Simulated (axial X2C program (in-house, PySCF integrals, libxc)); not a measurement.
# All-electron X2C curves of TiLi

What are the state, bond length, wavenumber and bond energy of TiLi, and what does spin–orbit coupling change?

Program: an in-house X2C program for linear molecules on PySCF integrals. Level of theory: all-electron X2C, Ti dyall-cv3z, Li dyall-cv3z. These are calculated values, not measurements.

## 1. Set-up

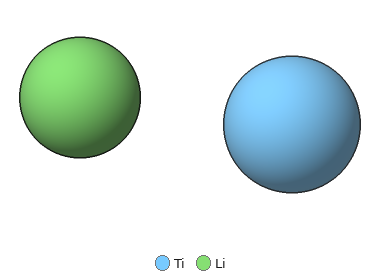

The two atoms at 2.690 Å (titanium blue, lithium green).

The input, task.json:

```json
{"zs": [22, 3], "q": 0, "bas": ["dyall-cv3z", "dyall-cv3z"], "levels": ["PBE0", "HF", "B97-3"], "cc": true, "r0": 2.69, "thr": -2.0, "nmax": 90, "npts": 10, "nst": 2, "ntry": 6}
```

Keys: zs atomic numbers; q charge; bas basis sets; levels methods (HF also brings MP2); cc coupled cluster on or off; r0 starting distance in Å; thr threshold in hartree for freezing inner shells (an s shell follows its p shell); nmax most natural virtual spinors; npts points asked for on the curve; nst determinants followed; ntry starts of the search.

Run with:

```console
> python so2c.py task.json out
```

Spin-free means the one-electron spin-free X2C Hamiltonian; two-component (2c) means X2C with spin–orbit coupling and atomic mean-field two-electron Coulomb and Gaunt terms. Basis: Ti dyall-cv3z contracted to [10s10p6d4f2g], Li dyall-cv3z contracted to [7s8p2d]; Gaussian nuclei, density fitting. Masses: Ti 47.948 u, Li 7.016 u.

Notation: σ, π±, δ± give the projection m of an orbital's angular momentum (0, ±1, ±2), α and β its spin, Λ and M_S the sums; ω is the projection of a spinor's total angular momentum and Ω the sum. Logs are in hartree.

The results follow Hamiltonian by Hamiltonian and level by level.

## 2. State search with PBE0

Determinants are compared with PBE0 at 2.690 Å.

Spin-free determinants:

```json
{"ΔE (eV)": "0.00", "state": "M_S = 3/2, Λ = 2", "open shells": "beyond closed shells: π+α, π-α, δ+α"}
{"ΔE (eV)": "0.07", "state": "M_S = 3/2, Λ = 3", "open shells": "beyond closed shells: σα, π+α, δ+α"}
{"ΔE (eV)": "0.17", "state": "M_S = 3/2, Λ = 0", "open shells": "beyond closed shells: σα, δ+α, δ-α"}
{"ΔE (eV)": "0.18", "state": "M_S = 3/2, Λ = 1", "open shells": "beyond closed shells: σα, π-α, δ+α"}
{"ΔE (eV)": "0.22", "state": "M_S = 3/2, Λ = 0", "open shells": "beyond closed shells: σα, π+α, π-α"}
{"ΔE (eV)": "0.48", "state": "M_S = 1/2, Λ = 0", "open shells": "beyond closed shells: σβ, π+α, π-α"}
{"ΔE (eV)": "0.64", "state": "M_S = 1/2, Λ = 3", "open shells": "beyond closed shells: σβ, π+α, δ+α"}
```

Two-component determinants:

| ΔE (eV) | state | open shells |
| --- | --- | --- |
| 0.00 | Ω = 1/2 | excess of +ω over −ω: ω = 1/2 |
| 0.02 | Ω = 7/2 | excess of +ω over −ω: ω = -1/2, ω = 3/2, ω = 5/2 |
| 0.06 | Ω = 3/2 | excess of +ω over −ω: ω = 3/2 |
| 0.10 | Ω = 9/2 | excess of +ω over −ω: ω = 1/2, ω = 3/2, ω = 5/2 |
| 0.18 | Ω = 3/2 | excess of +ω over −ω: ω = 1/2, ω = -3/2, ω = 5/2 |
| 0.20 | Ω = 5/2 | excess of +ω over −ω: ω = 5/2 |
| 0.50 | Ω = 1/2 | excess of +ω over −ω: 2 × ω = -1/2, ω = 3/2 |

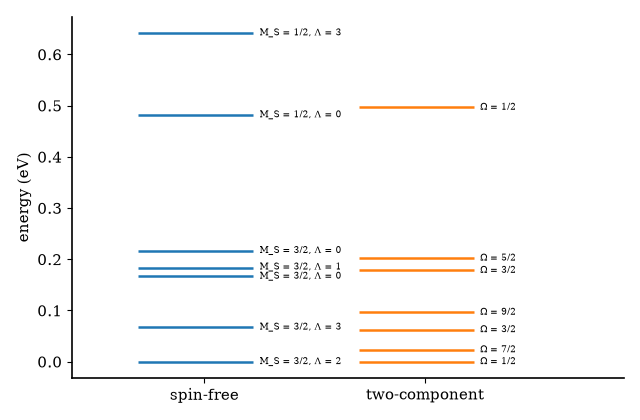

The determinants found, each set from its own lowest.

## 3. PBE0, spin-free

State followed: M_S = 3/2, Λ = 2 (beyond closed shells: π+α, π-α, δ+α). The scan is laid around 2.748 Å, a first estimate of the minimum, and this SCF restarts from the orbitals of the search.

Output at 2.748 Å:

```text
spin-free X2C-1e  PBE0
basis functions 157  fitting functions 839  grid points 5083
iter        total energy     max residual
   1       -860.314265076     1.26e+00
   2       -860.977486237     8.40e-02
   3       -861.008353767     6.46e-02
   4       -861.014107476     5.44e-02
   5       -861.020513464     6.52e-03
   6       -861.020610344     2.04e-03
   7       -861.020625695     7.03e-04
   8       -861.020628270     4.53e-04
   9       -861.020629312     1.78e-04
  10       -861.020629844     1.07e-04
  11       -861.020630028     5.27e-05
  12       -861.020630087     1.71e-05
  13       -861.020630099     7.55e-06
  14       -861.020630101     4.40e-06
converged
one-electron -1206.95522936  Coulomb 377.33917356  exact exchange -10.80925720  xc functional -33.30481343  nuclear repulsion 12.70949633
```

Along the bond, energies from the lowest point:

```tsv
R (Å)	E (eV)	μ (D)	HOMO (eV)	LUMO (eV)	iterations
2.391	0.1368	1.36	-3.57	-1.47	26
2.501	0.0595	1.33	-3.46	-1.50	20
2.583	0.0246	1.34	-3.39	-1.52	19
2.666	0.0056	1.37	-3.34	-1.54	17
2.748	0.0000	1.41	-3.29	-1.56	14
2.844	0.0070	1.46	-3.26	-1.58	18
2.940	0.0257	1.51	-3.23	-1.61	15
3.064	0.0623	1.57	-3.22	-1.63	16
3.215	0.1202	1.62	-3.21	-1.66	15
3.435	0.2174	1.63	-3.23	-1.69	15
```

Dipoles are positive if Li is the positive end.

Outer orbitals at the reference distance:

```json
{"symmetry": "σα", "occupied": "yes", "ε (eV)": "-4.58", "atomic character": "57% Ti s, 27% Li s, 13% Li p"}
{"symmetry": "σβ", "occupied": "yes", "ε (eV)": "-3.93", "atomic character": "47% Li s, 40% Ti s, 6% Ti p"}
{"symmetry": "π+α", "occupied": "yes", "ε (eV)": "-3.62", "atomic character": "94% Ti d, 5% Li p"}
{"symmetry": "π-α", "occupied": "yes", "ε (eV)": "-3.47", "atomic character": "93% Ti d, 5% Li p"}
{"symmetry": "δ+α", "occupied": "yes", "ε (eV)": "-3.29", "atomic character": "100% Ti d"}
{"symmetry": "σα", "occupied": "no", "ε (eV)": "-1.56", "atomic character": "47% Ti p, 28% Li s, 16% Li p"}
{"symmetry": "σβ", "occupied": "no", "ε (eV)": "-1.40", "atomic character": "47% Li p, 22% Ti p, 15% Li s"}
{"symmetry": "π+α", "occupied": "no", "ε (eV)": "-0.87", "atomic character": "59% Ti p, 38% Li p, 3% Ti d"}
{"symmetry": "π-α", "occupied": "no", "ε (eV)": "-0.82", "atomic character": "57% Ti p, 39% Li p, 3% Ti d"}
```

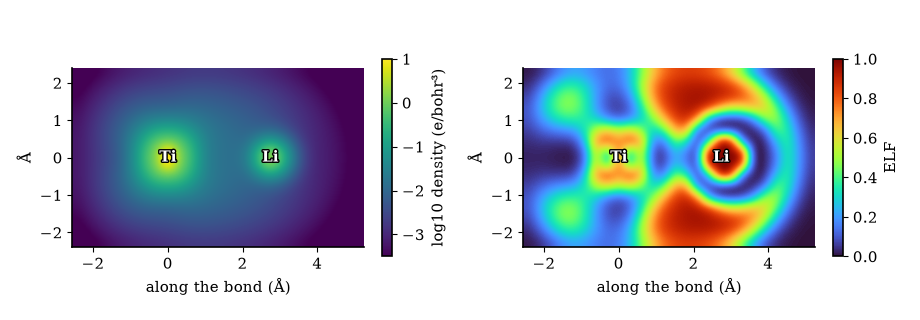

PBE0 fields in a plane through the axis, from a grid of 0.3 Å; Ti lies at z = 0 and Li at z = 2.748 Å; the ELF is damped to zero where the density is low.

Re = 2.747 Å, ωe = 266.9 cm⁻¹, ωexe = 1.95 cm⁻¹, Be = 0.3651 cm⁻¹, De = 0.740 eV, μ = 1.41 D.

## 4. HF, spin-free

The SCF at the reference distance of 2.748 Å:

```text
spin-free X2C-1e  HF
basis functions 157  fitting functions 839  grid points 5083
iter        total energy     max residual
   1       -860.143588266     1.92e-01
   2       -860.159037676     6.88e-03
   3       -860.162537338     2.55e-02
   4       -860.163745052     1.42e-02
   5       -860.164449653     2.59e-03
   6       -860.164887497     9.06e-03
   7       -860.165047056     5.63e-03
   8       -860.165087104     8.62e-04
   9       -860.165098741     1.07e-03
  10       -860.165106057     1.25e-03
  11       -860.165109963     4.89e-04
  12       -860.165111033     1.16e-04
  13       -860.165111343     1.41e-04
  14       -860.165111480     8.58e-05
  15       -860.165111549     2.96e-05
  16       -860.165111575     2.68e-05
  17       -860.165111584     1.80e-05
  18       -860.165111587     4.73e-06
  19       -860.165111587     2.31e-06
converged
one-electron -1206.91627843  Coulomb 377.38850131  exact exchange -43.34683079  xc functional 0.00000000  nuclear repulsion 12.70949633
```

No constants are quoted: the lowest point is the long end of the scan.

## 5. B97-3, spin-free

Output at 2.748 Å:

```text
spin-free X2C-1e  B97-3
basis functions 157  fitting functions 839  grid points 5083
iter        total energy     max residual
   1       -861.132483812     2.03e-02
   2       -861.133556893     3.47e-03
   3       -861.133922752     9.38e-03
   4       -861.134178011     4.84e-03
   5       -861.134223594     1.39e-03
   6       -861.134248112     8.03e-04
   7       -861.134249809     1.06e-04
   8       -861.134250353     1.43e-04
   9       -861.134250454     1.21e-05
  10       -861.134250459     4.23e-06
converged
one-electron -1206.97185392  Coulomb 377.35203752  exact exchange -11.64134902  xc functional -32.58258137  nuclear repulsion 12.70949633
```

Re = 2.690 Å, ωe = 296.3 cm⁻¹, ωexe = 2.05 cm⁻¹, Be = 0.3807 cm⁻¹, De = 0.648 eV, μ = 1.99 D.

## 6. MP2 and beyond, spin-free

Correlated methods: 13 electrons correlated (frozen shells, counted by type: Ti 2 s, 1 p; Li 1 s), 255 virtual spinors in MP2, 90 natural virtuals in coupled cluster.

Output of the correlated part at 2.748 Å:

```text
correlated 13  virtual 255  natural virtual 90  E(MP2) -0.379761531  MP2 remainder -0.015907980
iter   CCSD correlation   residual
   1     -0.372726358   1.38e-01
   2     -0.383434809   8.00e-02
   3     -0.386300364   4.66e-02
   4     -0.386441539   2.33e-02
   5     -0.387118681   1.04e-02
   6     -0.387392252   5.38e-03
   7     -0.387376953   3.08e-03
   8     -0.387413073   2.00e-03
   9     -0.387384209   1.17e-03
  10     -0.387409881   6.18e-04
  11     -0.387409856   2.78e-04
  12     -0.387413002   1.17e-04
  13     -0.387413257   5.87e-05
  14     -0.387413571   3.37e-05
  15     -0.387413971   1.73e-05
  16     -0.387414122   8.58e-06
  17     -0.387414175   4.44e-06
  18     -0.387414227   2.73e-06
  19     -0.387414233   1.97e-06
(T) -0.014260946  T1 0.0743  D1 0.2392  max T2 0.115
```

T1 in the output is the amplitude norm over the root of the electron number; divide by √2 for the Lee–Taylor value.

MP2: No constants are quoted: the reference is strongly spin-contaminated.

CCSD: Re = 2.655 Å, ωe = 281.6 cm⁻¹, Be = 0.3908 cm⁻¹, De = 0.122 eV. T1 at Re = 0.056 (Lee–Taylor, the printed value over √2).

CCSD(T): Re = 2.571 Å, ωe = 309 cm⁻¹, Be = 0.4167 cm⁻¹, De = 0.219 eV. T1 at Re = 0.060 (Lee–Taylor, the printed value over √2).

## 7. A higher determinant, spin-free

State: M_S = 3/2, Λ = 3 (beyond closed shells: σα, π+α, δ+α).

Output at the reference distance:

```text
spin-free X2C-1e  PBE0
basis functions 157  fitting functions 839  grid points 5083
iter        total energy     max residual
   1       -860.271853616     1.25e+00
   2       -860.977484334     2.57e-01
   3       -860.986046962     9.29e-02
   4       -861.014185301     4.00e-02
   5       -861.015574696     3.45e-02
   6       -861.018381310     2.38e-03
   7       -861.018416240     8.17e-04
   8       -861.018428654     1.43e-03
   9       -861.018434336     5.38e-04
  10       -861.018438591     1.89e-04
  11       -861.018441218     5.07e-04
  12       -861.018442682     1.95e-04
  13       -861.018443390     7.11e-05
  14       -861.018443572     3.91e-05
  15       -861.018443613     1.58e-05
  16       -861.018443628     1.00e-05
  17       -861.018443635     7.91e-06
converged
one-electron -1206.68515807  Coulomb 377.04335069  exact exchange -10.80376170  xc functional -33.28237089  nuclear repulsion 12.70949633
```

```tsv
R (Å)	E above the lowest PBE0 point (eV)
2.391	0.255
2.501	0.156
2.583	0.108
2.666	0.076
2.748	0.059
2.844	0.055
2.940	0.065
3.064	0.096
3.215	0.154
```

Re = 2.823 Å, ωe = 266.9 cm⁻¹, ωexe = 0.709 cm⁻¹, Be = 0.3457 cm⁻¹, μ = 1.91 D. Te = 0.05 eV.

## 8. The spin-free curves together

Energy (eV) of the followed determinant, spin-free, from each level's lowest point:

```tsv
R (Å)	PBE0	HF	MP2 (spin-contaminated)	CCSD	CCSD(T)	B97-3
2.391	0.137	0.457	0.131	n/a	n/a	0.112
2.501	0.060	0.320	0.062	0.024	0.006	0.041
2.583	0.025	0.240	0.029	0.005	0.000	0.012
2.666	0.006	0.175	0.009	0.000	0.009	0.000
2.748	0.000	0.124	0.000	0.007	0.029	0.003
2.844	0.007	0.078	0.002	0.028	0.063	0.020
2.940	0.026	0.046	0.014	0.059	0.107	0.050
3.064	0.062	0.019	0.042	0.110	0.173	0.102
3.215	0.120	0.003	0.086	n/a	n/a	0.179
3.435	0.217	0.000	0.160	n/a	n/a	0.306
```

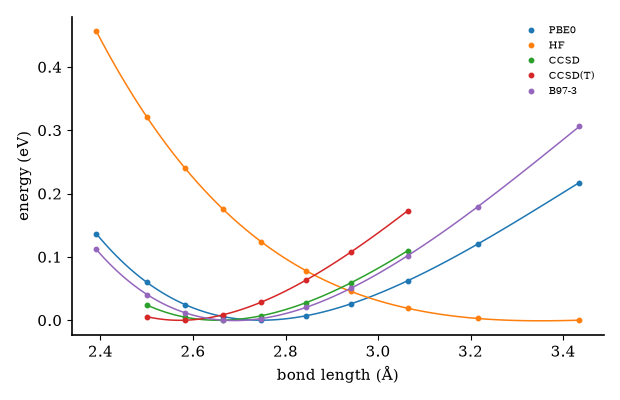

Curves of the followed state, spin-free, each from its own lowest point. Left out: MP2.

## 9. PBE0, 2c

State followed: Ω = 1/2 (excess of +ω over −ω: ω = 1/2). The scan is laid around 2.748 Å, a first estimate of the minimum, and this SCF restarts from the orbitals of the search.

The SCF at the reference distance of 2.748 Å:

```text
two-component X2C + atomic mean field  PBE0
basis functions 157  fitting functions 839  grid points 5083
iter        total energy     max residual
   1       -860.124380052     1.18e+00
   2       -860.790434535     7.67e-02
   3       -860.821080525     5.94e-02
   4       -860.826938975     4.96e-02
   5       -860.833209476     5.79e-03
   6       -860.833301785     1.85e-03
   7       -860.833317070     6.70e-04
   8       -860.833319650     4.14e-04
   9       -860.833320639     1.58e-04
  10       -860.833321131     9.76e-05
  11       -860.833321310     4.81e-05
  12       -860.833321366     1.60e-05
  13       -860.833321377     6.94e-06
  14       -860.833321379     4.18e-06
converged
one-electron -1206.48969165  Coulomb 377.24182429  exact exchange -10.80644128  xc functional -33.29616021  nuclear repulsion 12.70949633  atomic mean-field constant -0.19234886
```

Along the bond, energies from the lowest point:

```tsv
R (Å)	E (eV)	μ (D)	HOMO (eV)	LUMO (eV)	iterations
2.391	0.1369	1.36	-3.58	-1.47	26
2.501	0.0596	1.33	-3.47	-1.50	20
2.583	0.0246	1.33	-3.40	-1.52	19
2.666	0.0056	1.36	-3.35	-1.54	17
2.748	0.0000	1.40	-3.31	-1.56	14
2.844	0.0070	1.45	-3.27	-1.58	18
2.940	0.0256	1.51	-3.25	-1.60	15
3.064	0.0622	1.56	-3.23	-1.63	16
3.215	0.1200	1.61	-3.23	-1.66	15
3.435	0.2171	1.62	-3.24	-1.69	15
```

Dipoles are positive if Li is the positive end.

Outer spinors at the reference distance:

```
   ω  occupied  ε (eV)              atomic character  λ mixture
-1/2       yes   -4.58  57% Ti s, 27% Li s, 13% Li p     100% σ
 1/2       yes   -3.93   47% Li s, 40% Ti s, 6% Ti p     100% σ
 1/2       yes   -3.62             94% Ti d, 5% Li p     100% π
-3/2       yes   -3.46             93% Ti d, 5% Li p     100% π
 3/2       yes   -3.31                     100% Ti d     100% δ
-1/2        no   -1.56  47% Ti p, 28% Li s, 16% Li p     100% σ
 1/2        no   -1.40  47% Li p, 22% Ti p, 15% Li s     100% σ
 1/2        no   -0.88   59% Ti p, 38% Li p, 3% Ti d     100% π
-3/2        no   -0.82   57% Ti p, 39% Li p, 3% Ti d     100% π
```

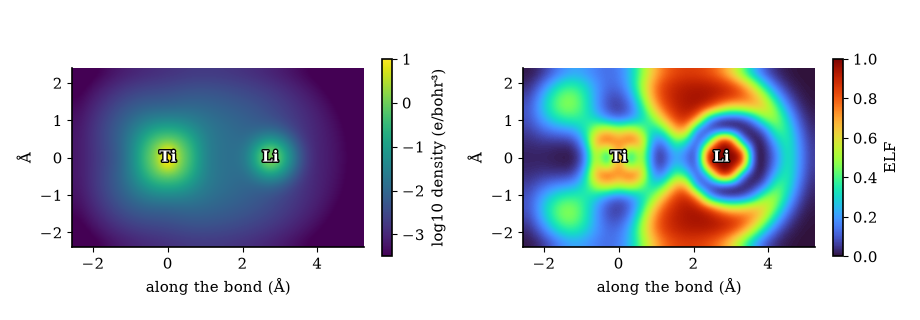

PBE0 fields in a plane through the axis, from a grid of 0.3 Å; Ti lies at z = 0 and Li at z = 2.748 Å; the ELF is damped to zero where the density is low.

Re = 2.747 Å, ωe = 266.8 cm⁻¹, ωexe = 1.95 cm⁻¹, Be = 0.365 cm⁻¹, De = 0.755 eV, μ = 1.40 D.

## 10. HF, 2c

The SCF at the reference distance of 2.748 Å:

```text
two-component X2C + atomic mean field  HF
basis functions 157  fitting functions 839  grid points 5083
iter        total energy     max residual
   1       -859.956485004     1.92e-01
   2       -859.971934422     6.81e-03
   3       -859.975430824     2.54e-02
   4       -859.976635299     1.41e-02
   5       -859.977339363     2.59e-03
   6       -859.977777324     9.07e-03
   7       -859.977937367     5.64e-03
   8       -859.977977580     8.65e-04
   9       -859.977989283     1.07e-03
  10       -859.977996651     1.25e-03
  11       -859.978000588     4.92e-04
  12       -859.978001666     1.16e-04
  13       -859.978001978     1.42e-04
  14       -859.978002117     8.64e-05
  15       -859.978002187     2.97e-05
  16       -859.978002213     2.68e-05
  17       -859.978002222     1.81e-05
  18       -859.978002224     4.74e-06
  19       -859.978002225     2.36e-06
converged
one-electron -1206.45125464  Coulomb 377.29172317  exact exchange -43.33561822  xc functional 0.00000000  nuclear repulsion 12.70949633  atomic mean-field constant -0.19234886
```

No constants are quoted: the lowest point is the long end of the scan.

## 11. B97-3, 2c

The SCF at the reference distance of 2.748 Å:

```text
two-component X2C + atomic mean field  B97-3
basis functions 157  fitting functions 839  grid points 5083
iter        total energy     max residual
   1       -860.945229210     2.01e-02
   2       -860.946300770     3.47e-03
   3       -860.946666319     9.31e-03
   4       -860.946921279     4.81e-03
   5       -860.946966815     1.18e-03
   6       -860.946991268     7.91e-04
   7       -860.946992959     9.39e-05
   8       -860.946993501     1.43e-04
   9       -860.946993602     1.21e-05
  10       -860.946993608     4.44e-06
converged
one-electron -1206.50640302  Coulomb 377.25478145  exact exchange -11.63831887  xc functional -32.57420064  nuclear repulsion 12.70949633  atomic mean-field constant -0.19234886
```

Re = 2.690 Å, ωe = 296.1 cm⁻¹, ωexe = 2.05 cm⁻¹, Be = 0.3806 cm⁻¹, De = 0.664 eV, μ = 1.98 D.

## 12. Correlated methods, 2c

Correlated methods: 13 electrons correlated (frozen shells, counted by type: Ti 2 s, 1 p; Li 1 s), 255 virtual spinors in MP2, 90 natural virtuals in coupled cluster.

Output of the correlated part at 2.748 Å:

```text
correlated 13  virtual 255  natural virtual 90  E(MP2) -0.379904771  MP2 remainder -0.015916890
iter   CCSD correlation   residual
   1     -0.372853992   1.38e-01
   2     -0.383563124   8.00e-02
   3     -0.386430803   4.66e-02
   4     -0.386572055   2.33e-02
   5     -0.387249050   1.04e-02
   6     -0.387523222   5.38e-03
   7     -0.387507906   3.08e-03
   8     -0.387544187   2.00e-03
   9     -0.387515346   1.17e-03
  10     -0.387540916   6.18e-04
  11     -0.387540965   2.79e-04
  12     -0.387543944   1.21e-04
  13     -0.387544401   6.01e-05
  14     -0.387544549   3.46e-05
  15     -0.387544962   1.82e-05
  16     -0.387545122   8.97e-06
  17     -0.387545174   4.29e-06
  18     -0.387545227   2.48e-06
  19     -0.387545235   1.72e-06
(T) -0.014269139  T1 0.0744  D1 0.2393  max T2 0.115
```

MP2: No constants are quoted: the reference is strongly spin-contaminated.

CCSD: Re = 2.655 Å, ωe = 282.7 cm⁻¹, ωexe = 1.96 cm⁻¹, Be = 0.3906 cm⁻¹, De = 0.138 eV. T1 at Re = 0.056 (Lee–Taylor, the printed value over √2).

CCSD(T): Re = 2.572 Å, ωe = 308 cm⁻¹, Be = 0.4163 cm⁻¹, De = 0.233 eV. T1 at Re = 0.060 (Lee–Taylor, the printed value over √2).

## 13. A higher determinant, 2c

State: Ω = 7/2 (excess of +ω over −ω: ω = -1/2, ω = 3/2, ω = 5/2).

Output at the reference distance:

```text
two-component X2C + atomic mean field  PBE0
basis functions 157  fitting functions 839  grid points 5083
iter        total energy     max residual
   1       -860.123502362     1.18e+00
   2       -860.789593910     7.68e-02
   3       -860.820232996     5.94e-02
   4       -860.826086719     4.96e-02
   5       -860.832362993     5.80e-03
   6       -860.832455560     1.86e-03
   7       -860.832470831     6.67e-04
   8       -860.832473402     4.13e-04
   9       -860.832474395     1.59e-04
  10       -860.832474892     9.79e-05
  11       -860.832475071     4.79e-05
  12       -860.832475126     1.59e-05
  13       -860.832475137     6.81e-06
  14       -860.832475139     4.02e-06
converged
one-electron -1206.48126464  Coulomb 377.23388383  exact exchange -10.80639518  xc functional -33.29584662  nuclear repulsion 12.70949633  atomic mean-field constant -0.19234886
```

```tsv
R (Å)	E above the lowest PBE0 point (eV)
2.391	0.161
2.501	0.083
2.583	0.048
2.666	0.029
2.748	0.023
2.844	0.030
2.940	0.048
3.064	0.085
3.215	0.143
```

Re = 2.748 Å, ωe = 266.7 cm⁻¹, ωexe = 1.95 cm⁻¹, Be = 0.3648 cm⁻¹, μ = 1.41 D. Te = 0.02 eV.

## 14. The 2c curves together

Energy (eV) of the followed determinant, 2c, from each level's lowest point:

```tsv
R (Å)	PBE0	HF	MP2 (spin-contaminated)	CCSD	CCSD(T)	B97-3
2.391	0.137	0.457	0.131	n/a	n/a	0.112
2.501	0.060	0.320	0.062	0.024	0.006	0.041
2.583	0.025	0.240	0.029	0.005	0.000	0.012
2.666	0.006	0.175	0.009	0.000	0.009	0.000
2.748	0.000	0.124	0.000	0.007	0.029	0.003
2.844	0.007	0.078	0.002	0.028	0.063	0.020
2.940	0.026	0.046	0.014	0.059	0.107	0.050
3.064	0.062	0.019	0.042	0.110	0.173	0.102
3.215	0.120	0.003	0.086	n/a	n/a	0.179
3.435	0.217	0.000	0.160	n/a	n/a	0.305
```

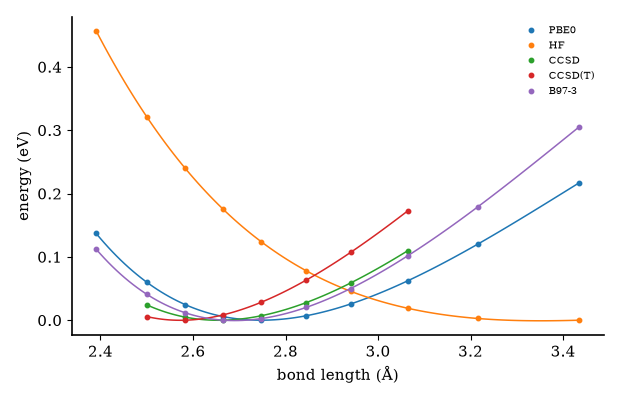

Curves of the followed state, 2c, each from its own lowest point. Left out: MP2.

Time for the job: 3 min (1 thread of Arm Neoverse V1, shared host); peak memory 0.79 GiB.

## 15. Constants

Lowest determinant that the search found at its distance, spin-free: M_S = 3/2, Λ = 2 (beyond closed shells: π+α, π-α, δ+α).

Lowest determinant that the search found at its distance, 2c: Ω = 1/2 (excess of +ω over −ω: ω = 1/2).

```tsv
Hamiltonian	level	Re (Å)	ωe (cm⁻¹)	De (eV)	μ (D)
spin-free	PBE0	2.747	266.9	0.740	1.41
spin-free	CCSD	2.655	281.6	0.122	n/a
spin-free	CCSD(T)	2.571	309	0.219	n/a
spin-free	B97-3	2.690	296.3	0.648	1.99
2c	PBE0	2.747	266.8	0.755	1.40
2c	CCSD	2.655	282.7	0.138	n/a
2c	CCSD(T)	2.572	308	0.233	n/a
2c	B97-3	2.690	296.1	0.664	1.98
```

Dipoles are positive if Li is the positive end. No constants: spin-free HF (the lowest point is the long end of the scan); spin-free MP2 (the reference is strongly spin-contaminated); 2c HF (the lowest point is the long end of the scan); 2c MP2 (the reference is strongly spin-contaminated).

Time per point (s) on 1 thread of Arm Neoverse V1, shared host (2c runs; CCSD comes with the CCSD(T) run); the times are rough: PBE0 0.61, CCSD(T) 7.3, B97-3 0.59.

**Reading.** At CCSD(T), going from spin-free to two-component changes Re by +1 mÅ, ωe by -0.3 %, which is small (part of it comes from the scalar share of the two-electron terms). De moves by +0.01 eV; both De rest on single-determinant atoms, which can miss part of an open shell's spin–orbit lowering.

De refers to Ti + Li, each in the lowest determinant found, which need not be this curve's own limit. The state is a single determinant with fixed occupations, the lowest that a limited PBE0 search found. De is counted from the lowest determinant-based energies of the atoms at the same level, without counterpoise correction. Density functionals use the spin component along the axis (collinear). CCSD and (T) use frozen natural virtuals with an MP2 correction for the truncation. With several unpaired electrons one determinant need not be a pure state. The spin-free determinant is spin-contaminated at some levels. T1 at Re is 0.060 (Lee–Taylor), above the customary mark of 0.02.
